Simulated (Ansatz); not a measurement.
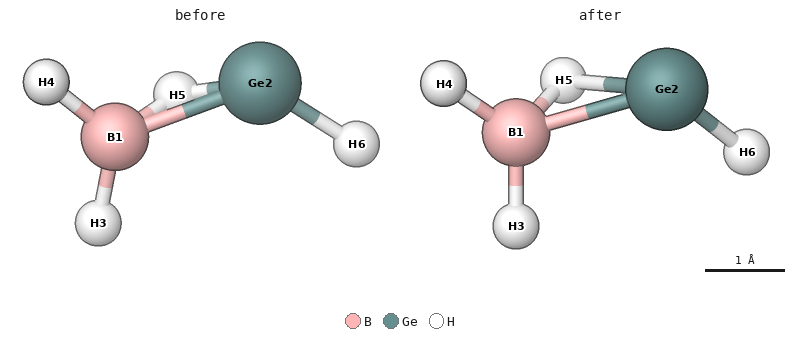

The structure of BGeH4 (multiplicity 2) before (left) and after (right) a relaxation, at one scale.

The picture is a ball-and-stick view, seen at a tilt.

It is one of the separated reactants of a reaction.

Level of theory: Ansatz, UKS PBE-D4/def2-SVP. (force threshold 0.03 eV/Å; at most 250 steps)

### Summarise the run.

Over 6 geometry steps the energy falls by 287.6 kJ/mol. The largest force component goes from 8.2 to 0.023 eV/Å. The largest move after the best rigid fit is that of H5, 0.44 Å. Largest moves by element: H 0.44 Å, Ge 0.37 Å, B 0.07 Å. Some distances before and after: Ge2–H5 1.250 → 1.895 Å, B1–H5 1.150 → 1.321 Å, B1–Ge2 1.973 → 2.036 Å, Ge2–H6 1.536 → 1.597 Å. Among the angles between lasting bonds that change: B1–H5–Ge2 110.5° → 76.2°, Ge2–B1–H5 36.4° → 64.7°, H5–Ge2–H6 117.2° → 93.1°. Cost: 16 s on 2 threads of Intel Xeon @ 2.50GHz, on a shared host.
